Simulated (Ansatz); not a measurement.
CH5NSSi (SMILES C=[Si](N)S)

```json
{"atom": "C", "x (Å)": "0.2492", "y (Å)": "1.4706", "z (Å)": "-0.5559"}
{"atom": "Si", "x (Å)": "-0.0236", "y (Å)": "-0.0505", "z (Å)": "0.1476"}
{"atom": "N", "x (Å)": "0.7645", "y (Å)": "-1.5136", "z (Å)": "-0.2138"}
{"atom": "S", "x (Å)": "-1.4147", "y (Å)": "-0.4658", "z (Å)": "1.6991"}
{"atom": "H", "x (Å)": "0.8711", "y (Å)": "1.5853", "z (Å)": "-1.4475"}
{"atom": "H", "x (Å)": "-0.1658", "y (Å)": "2.3825", "z (Å)": "-0.1216"}
{"atom": "H", "x (Å)": "0.3117", "y (Å)": "-2.4148", "z (Å)": "-0.1301"}
{"atom": "H", "x (Å)": "1.6372", "y (Å)": "-1.5466", "z (Å)": "-0.7257"}
{"atom": "H", "x (Å)": "-2.2296", "y (Å)": "0.5528", "z (Å)": "1.3479"}
```

Level of theory: Ansatz, RKS PBE0-D4/def2-SVP.

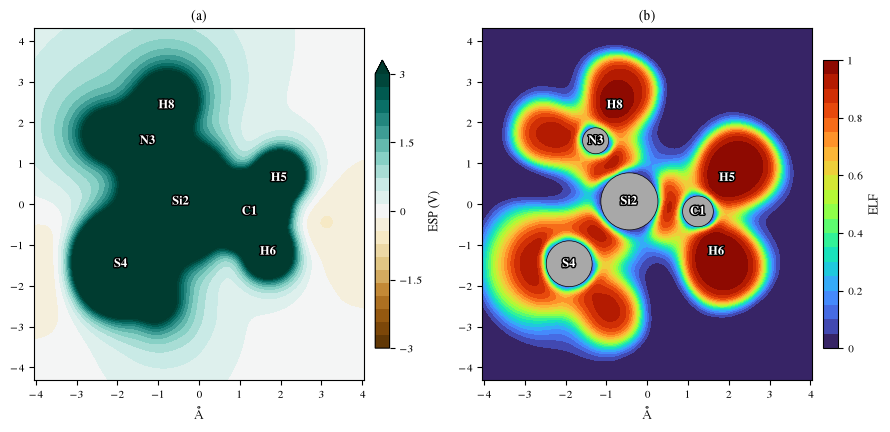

Figure 1. (a) molecular electrostatic potential; (b) ELF on the plane of atoms C1, Si2 and N3. Grey discs cover the atomic cores in the ELF map.

> Read the bonding off the picture.

Atoms in the plane: C, Si, N, S and H.
C–Si (1.70 Å): the ELF peaks at about 0.90 between the atoms; a covalent bond.
Si–N (1.70 Å): the ELF peaks at about 0.90 between the atoms (a polar covalent bond).
Si–S (2.12 Å): the ELF peaks at about 0.90 between the atoms; localised, covalent bonding.
N–H (1.01 Å): the ELF climbs to about 1 towards the hydrogen, as it does in any bond to H; a covalent bond by its length.
C–H (1.09 Å): the ELF climbs to about 1 towards the hydrogen (an ordinary covalent bond to hydrogen).
The ELF also peaks beside S4, away from the bonds: lone-pair regions.
Outside the dense part of the molecule the potential is most negative (−0.4 V) near H5.

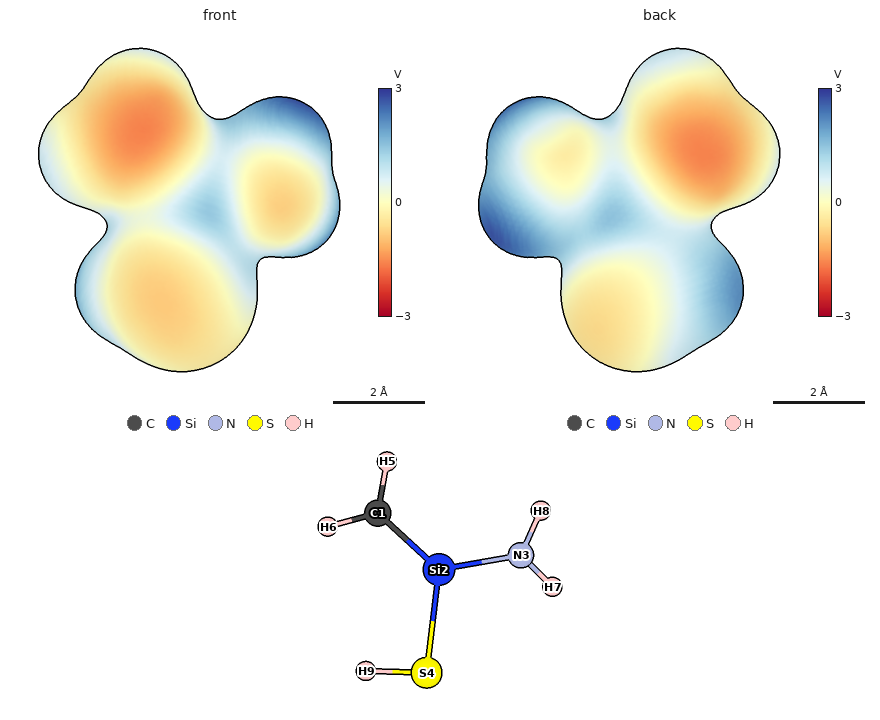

Figure 2. The electrostatic potential painted on the density surface at 0.004 e/bohr³, seen from the front and from behind; red is negative and blue positive. The bare structure is drawn below in the same view.

> Which sites attract a positive test charge, and which a negative one?

A positive charge is drawn to the negative regions and a negative charge to the positive ones. The most negative region (about −1.6 V) lies over the π face of C1, the most positive (about +2.6 V) over H7 and H8.

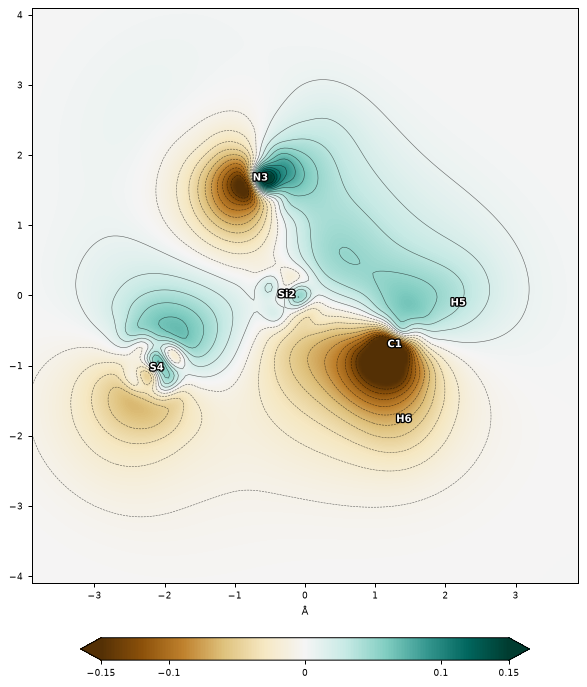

Figure 3. The HOMO on the plane of atoms N3, Si2 and S4 (values in Å⁻³ᐟ²; the overall sign is arbitrary).

> Describe this orbital and give its energy.

Its weight (Hirshfeld) is mainly on C1 (about 50 %), Si2 (about 25 %), N3 (about 5 %) and S4 (about 5 %). Its energy is −5.59 eV.

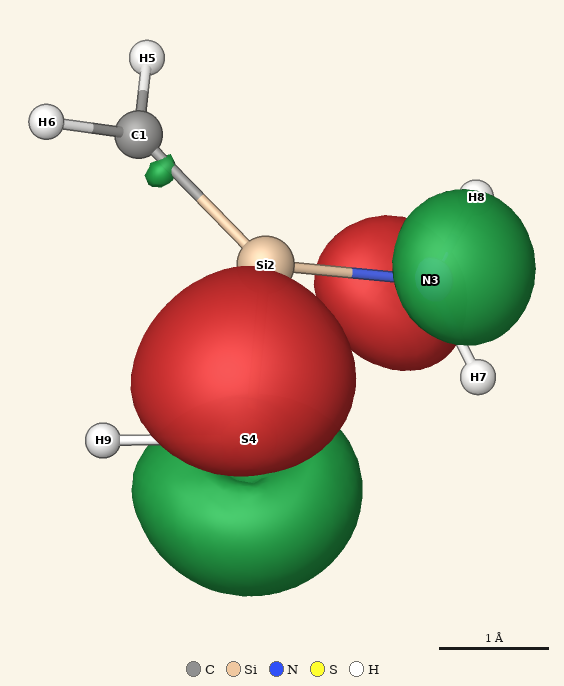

Figure 4. The HOMO−1 at ±0.15 Å⁻³ᐟ² (green and red are the two phases), seen at a tilt.

> Describe this orbital and give its energy.

It lies mainly on S4 (about 65 %) and N3 (about 20 %). Its energy is −7.76 eV.
